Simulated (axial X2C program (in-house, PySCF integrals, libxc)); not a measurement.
# A two-component session on SiC⁻: properties at the nuclei

Wanted for SiC⁻: properties at the nuclei, at the two-component level.

Program: an in-house X2C program for linear molecules on PySCF integrals. Level of theory: two-component X2C with atomic mean-field terms, Si dyall-av3z, C dyall-av3z. These are calculated values, not measurements.

### 1 Input

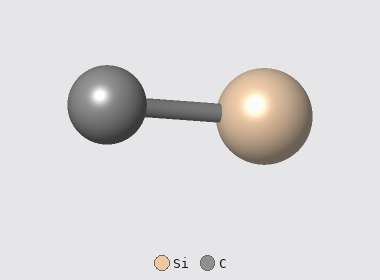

The two atoms at 1.740 Å (silicon light orange, carbon grey).

Input file task.json:

```json
{
 "zs": [
  14,
  6
 ],
 "q": -1,
 "bas": [
  "dyall-av3z",
  "dyall-av3z"
 ],
 "r0": 1.74,
 "levels": [
  "PBE0",
  "HF",
  "r2SCAN",
  "TPSSh",
  "PBE"
 ],
 "nst": 3
}
```

Keys: zs atomic numbers; q charge; bas basis sets; r0 starting distance in Å; levels methods (HF also brings MP2); nst determinants followed.

On the command line:

```console
$ python soeom.py task.json out
```

Nuclei are Gaussian, cores are contracted, and the Gaunt term is on.

### 2 Expectation values, lowest determinant

R = 1.676 Å. State: Ω = 1/2 (excess of +ω over −ω: ω = 1/2).

Output of the PBE0 run:

```text
two-component X2C + atomic mean field  PBE0
basis functions 120  fitting functions 641  grid points 4353
iter        total energy     max residual
   1       -327.893680337     4.67e-05
   2       -327.893680376     3.74e-05
   3       -327.893680385     3.72e-05
   4       -327.893680428     2.03e-05
   5       -327.893680438     6.18e-06
converged
one-electron -510.23665445  Coulomb 182.10092140  exact exchange -6.39465800  xc functional -19.84689583  nuclear repulsion 26.52200818  atomic mean-field constant -0.03840174
```

The highest occupied spinor is 48% C p, 44% Si p, 4% C d.

| level | Eeff magnitude (GV/cm) | Ws magnitude Si (kHz) | A∥/gI Si (MHz) | qzz Si (a.u.) | A∥/gI C (MHz) | qzz C (a.u.) |
| --- | --- | --- | --- | --- | --- | --- |
| PBE0 | 0.0263 | 0.0116 | 0.958 | -0.50 | 198 | 0.07 |
| HF | 0.0199 | 0.00384 | 40.7 | -0.77 | 349 | 0.02 |
| r2SCAN | 0.0261 | 0.0114 | 3.56 | -0.48 | 215 | 0.06 |
| TPSSh | 0.0207 | 0.00736 | 3.21 | -0.43 | 207 | 0.06 |
| PBE | 0.0123 | 0.00184 | 9 | -0.40 | 182 | 0.08 |

Eeff is the effective electric field on the electron dipole moment in this Ω state and Ws the scalar–pseudoscalar constant (defined with the proton number Z and per Ω); A∥ is the parallel hyperfine constant, which follows by multiplying with the nuclear g factor gI = μI/(I μN); qzz is the electric field gradient, eQq0 = 234.96 MHz × Q/barn × qzz. The operators were transformed with the bare-nucleus X2C matrices.

### 3 Expectation values, a higher determinant

R = 1.676 Å. State: Ω = 3/2 (excess of +ω over −ω: ω = 3/2), 0.44 eV above the lowest in the PBE0 search for states (made at or near this distance, with looser thresholds).

Output of the PBE0 run:

```text
two-component X2C + atomic mean field  PBE0
basis functions 120  fitting functions 641  grid points 4353
iter        total energy     max residual
   1       -327.877679724     9.55e-05
   2       -327.877679751     5.92e-05
   3       -327.877679764     4.18e-05
   4       -327.877679776     3.07e-05
   5       -327.877679778     8.11e-06
converged
one-electron -510.15622972  Coulomb 182.04452774  exact exchange -6.39962580  xc functional -19.84995843  nuclear repulsion 26.52200818  atomic mean-field constant -0.03840174
```

The highest occupied spinor is 50% C p, 20% Si p, 12% Si s.

| level | Eeff magnitude (GV/cm) | Ws magnitude Si (kHz) | A∥/gI Si (MHz) | qzz Si (a.u.) | A∥/gI C (MHz) | qzz C (a.u.) |
| --- | --- | --- | --- | --- | --- | --- |
| PBE0 | 0.00123 | 0.000305 | 61.1 | -1.74 | 28.2 | -0.94 |
| HF | 0.0206 | 0.00538 | 90.4 | -1.96 | 4.92 | -0.99 |
| r2SCAN | 0.00125 | 0.000422 | 71.8 | -1.71 | 35 | -0.95 |
| TPSSh | 0.000124 | 1.46e-05 | 69.5 | -1.69 | 28.8 | -0.96 |
| PBE | 0.000715 | 0.000155 | 59.8 | -1.67 | 32.5 | -0.90 |

### 4 Expectation values, a higher determinant

R = 1.676 Å. State: Ω = 7/2 (excess of +ω over −ω: ω = 1/2, 2 × ω = 3/2), 2.39 eV above the lowest in the PBE0 search for states (made at or near this distance, with looser thresholds).

Output of the PBE0 run:

```text
two-component X2C + atomic mean field  PBE0
basis functions 120  fitting functions 641  grid points 4353
iter        total energy     max residual
   1       -327.805959287     8.51e-05
   2       -327.805959305     2.98e-05
   3       -327.805959318     5.54e-05
   4       -327.805959328     1.54e-05
   5       -327.805959330     5.32e-06
converged
one-electron -509.05587315  Coulomb 180.98474936  exact exchange -6.39692259  xc functional -19.82151939  nuclear repulsion 26.52200818  atomic mean-field constant -0.03840174
```

The highest occupied spinor is 56% Si p, 18% Si d, 14% C p.

| level | Eeff magnitude (GV/cm) | Ws magnitude Si (kHz) | A∥/gI Si (MHz) | qzz Si (a.u.) | A∥/gI C (MHz) | qzz C (a.u.) |
| --- | --- | --- | --- | --- | --- | --- |
| PBE0 | 0.0057 | 0.000597 | 28.3 | -0.74 | 52.1 | 0.06 |
| HF | 0.0443 | 0.00305 | 32.4 | -1.22 | 66.7 | 0.01 |
| r2SCAN | 0.00131 | 0.00102 | 37.7 | -0.73 | 53.8 | 0.03 |
| TPSSh | 0.000506 | 0.00131 | 37 | -0.69 | 54.8 | 0.04 |
| PBE | 0.0132 | 0.00253 | 33.7 | -0.67 | 49.9 | 0.03 |

### 5 Outcome

| quantity | value |
| --- | --- |
| lowest determinant | Ω = 1/2 (excess of +ω over −ω: ω = 1/2) |
| Eeff magnitude (GV/cm), PBE0 | 0.0263 |
| Ws magnitude Si (kHz), PBE0 | 0.0116 |
| A∥/gI Si (MHz), PBE0 | 0.958 |
| qzz Si (a.u.), PBE0 | -0.50 |
| higher determinant | Ω = 3/2 (excess of +ω over −ω: ω = 3/2) |
| Eeff magnitude (GV/cm), PBE0, higher determinant | 0.00123 |
| Ws magnitude Si (kHz), PBE0, higher determinant | 0.000305 |
| A∥/gI Si (MHz), PBE0, higher determinant | 61.1 |
| qzz Si (a.u.), PBE0, higher determinant | -1.74 |
| higher determinant | Ω = 7/2 (excess of +ω over −ω: ω = 1/2, 2 × ω = 3/2) |
| Eeff magnitude (GV/cm), PBE0, higher determinant | 0.0057 |
| Ws magnitude Si (kHz), PBE0, higher determinant | 0.000597 |
| A∥/gI Si (MHz), PBE0, higher determinant | 28.3 |
| qzz Si (a.u.), PBE0, higher determinant | -0.74 |

**Reading.** In the first state, the effective field runs from 0.0123 to 0.0263 GV/cm over the mean-field levels, so the levels don't agree on it. The expectation values come from single determinants, which for open shells can mix terms of unlike spin or miss the lowest Ω, so a determinant need not be a state. Eeff is the effective electric field on the electron dipole moment in this Ω state and Ws the scalar–pseudoscalar constant (defined with the proton number Z and per Ω); A∥ is the parallel hyperfine constant, which follows by multiplying with the nuclear g factor gI = μI/(I μN); qzz is the electric field gradient, eQq0 = 234.96 MHz × Q/barn × qzz. The operators were transformed with the bare-nucleus X2C matrices.
